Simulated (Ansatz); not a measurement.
# C2H8AlClO (SMILES [CH3][Al-]([CH3])([OH2+])[Cl]): what the fields show

| atom | x (Å) | y (Å) | z (Å) |
| --- | --- | --- | --- |
| C | -1.7226 | 0.0846 | -0.5594 |
| C | 1.2287 | -1.5271 | 0.2076 |
| Al | 0.2256 | 0.0540 | -0.3394 |
| Cl | 1.3055 | 1.4116 | -1.6679 |
| O | 0.4612 | 1.3984 | 1.1570 |
| H | -2.2580 | -0.3138 | 0.3203 |
| H | -2.1210 | 1.0913 | -0.7715 |
| H | -2.0194 | -0.5503 | -1.4119 |
| H | 2.2720 | -1.2863 | 0.4689 |
| H | 0.7717 | -2.0287 | 1.0774 |
| H | 1.2657 | -2.2699 | -0.6074 |
| H | -0.3645 | 1.8134 | 1.4424 |
| H | 0.9755 | 2.0879 | 0.6988 |

Geometry: PBE0-D4/def2-SVP.

Computed with isolated molecule in a Gaussian basis; Kohn-Sham density functional theory, functional PBE0 (Ansatz).

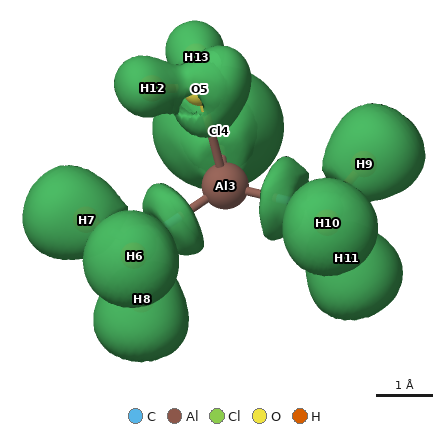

Figure 1. Isosurface of the electron localisation function at 0.8 (green), seen across its widest extent. Only the valence region is drawn (cores and ρ < 0.01 e/Å³ removed).

What do the ELF domains correspond to?

Answer. The surface consists of two regions between bonded Al–C atoms (shared pairs), six regions around hydrogen nuclei, one region on Cl in which the atom's valence shell and bonds are merged and one joined region spread over several atoms (H, O), in which their bonds and any lone pairs are merged. Profiles from the grid: C–Al (1.95 Å): the ELF peaks at about 0.95 between the atoms; a polar covalent bond. Al–O (2.03 Å): the ELF peaks at about 0.90 in the valence shell of O, 0.7 Å from its nucleus, and is about 0.50 at the midpoint.

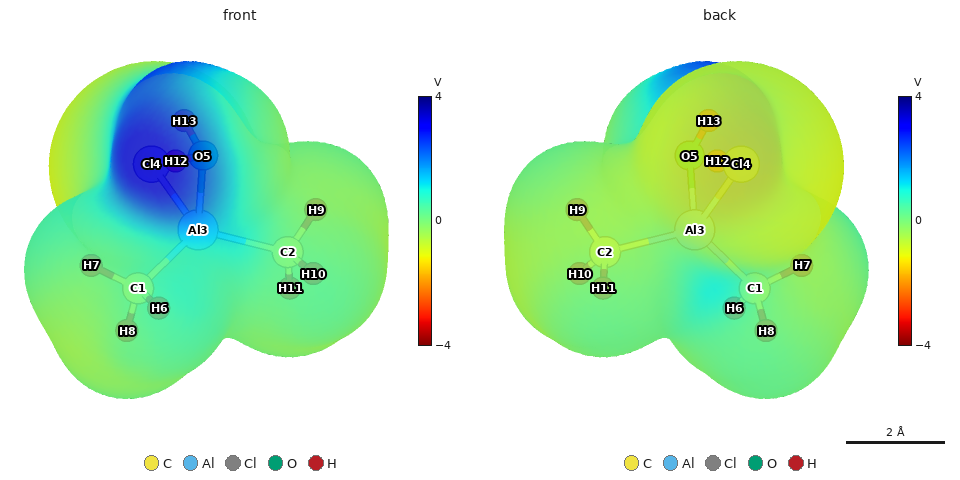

Figure 2. The molecular electrostatic potential painted on the density surface at 0.001 e/bohr³, seen from the front and from behind; the colour scale runs from red (negative) to blue (positive).

Describe the electrostatic potential map.

Answer. The most negative region (about −1.0 V) lies over Cl4, the most positive (about +3.1 V) over H12.

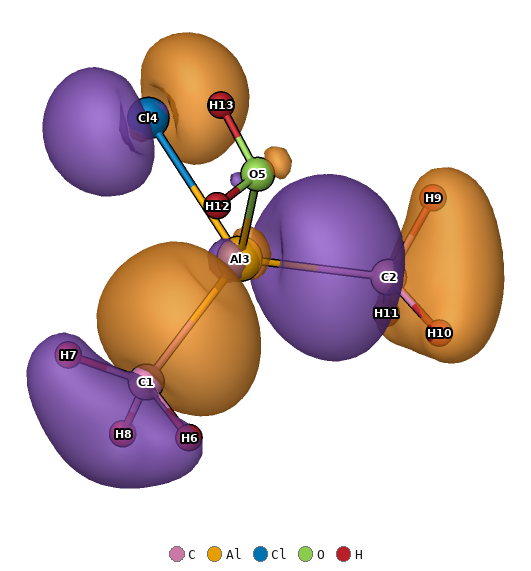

Figure 3. One frontier orbital at ±0.1 Å⁻³ᐟ² (orange and purple are the two phases), seen at a tilt.

Which orbital is it: HOMO or LUMO?

Answer. The HOMO, at −7.47 eV. By Hirshfeld shares it lies mainly on C2 (about 30 %), C1 (about 25 %), Al3 (about 15 %) and Cl4 (about 15 %).
